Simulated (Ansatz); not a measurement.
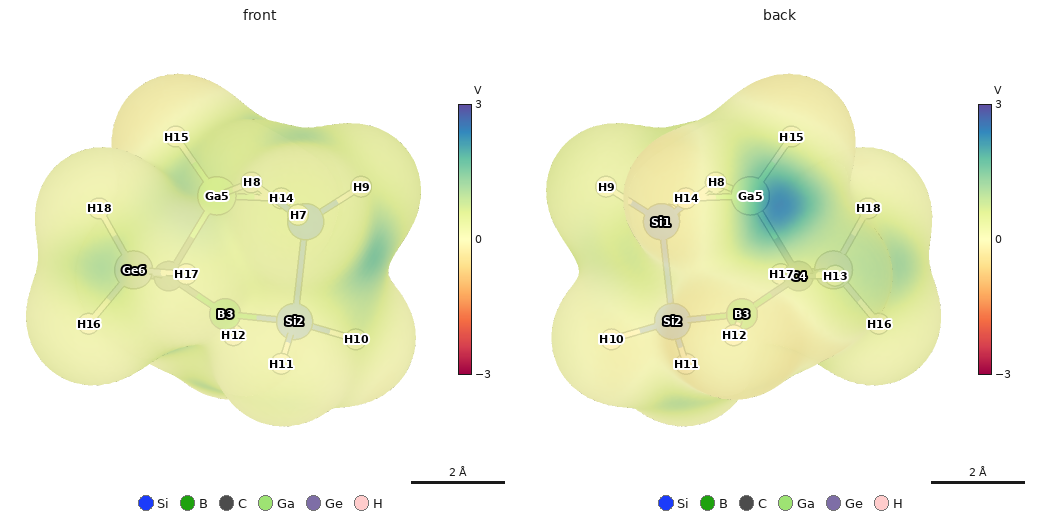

The picture shows: CH$_{12}$BGaGeSi$_{2}$. The molecular electrostatic potential painted on the density surface at 0.002 e/bohr³, seen from the front and from behind; the colour scale runs from red (negative) to blue (positive).

Geometry: PBE0-D4/def2-TZVP.

Level of theory: RKS PBE0-D4/def2-TZVPP (Ansatz 0.2.0).

```yaml
atoms:
  - { symbol: Si, position_ang: [0.5300, 1.5929, -1.3212] }
  - { symbol: Si, position_ang: [1.8522, 0.6806, 0.3910] }
  - { symbol: B, position_ang: [1.0381, -1.1397, 0.7708] }
  - { symbol: C, position_ang: [-0.4542, -1.3188, 0.8050] }
  - { symbol: Ga, position_ang: [-0.5312, -1.2858, -1.2510] }
  - { symbol: Ge, position_ang: [-1.6600, 0.0589, 1.4705] }
  - { symbol: H, position_ang: [-0.1354, 2.8930, -1.0480] }
  - { symbol: H, position_ang: [-0.6850, 0.6659, -1.5061] }
  - { symbol: H, position_ang: [1.1484, 1.6244, -2.6707] }
  - { symbol: H, position_ang: [3.2537, 0.6492, -0.1102] }
  - { symbol: H, position_ang: [1.8006, 1.6363, 1.5347] }
  - { symbol: H, position_ang: [1.7726, -2.0884, 0.8209] }
  - { symbol: H, position_ang: [-0.8275, -2.3163, 1.0584] }
  - { symbol: H, position_ang: [0.7838, -1.4386, -2.0969] }
  - { symbol: H, position_ang: [-1.9585, -1.5661, -1.8214] }
  - { symbol: H, position_ang: [-1.8154, -0.0722, 2.9957] }
  - { symbol: H, position_ang: [-1.0583, 1.4458, 1.1589] }
  - { symbol: H, position_ang: [-3.0538, -0.0211, 0.8195] }
```

Which sites attract a positive test charge, and which a negative one?

A positive charge is drawn to the negative regions and a negative charge to the positive ones. The most negative region (about −0.3 V) lies over H12 and H14, the most positive (about +2.1 V) over Ga5.
